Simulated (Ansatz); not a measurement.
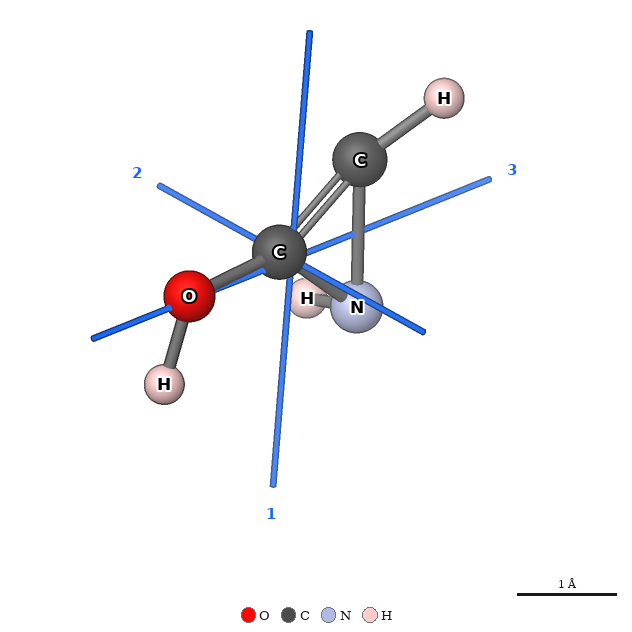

The three principal axes of inertia are drawn and numbered. Distant atoms are faded towards the background colour. The computed structure is the end point of a PBE-D4/def2-SVP optimisation. No frequency run is at hand to confirm it as a minimum. Masses are those of the most abundant isotopes; constants are for the rigid equilibrium geometry.

> Which line is the a axis (least moment of inertia), which b and which c?

a is line 3, b is line 1, c is line 2; the moments are 23.2, 65.6, 86.6 u Å².

> Classify the rotor and give the rotational constants (MHz).

An asymmetric top (C1): A = 21781, B = 7705, C = 5836 MHz. Ray's parameter κ is −0.77, nearer the prolate limit.
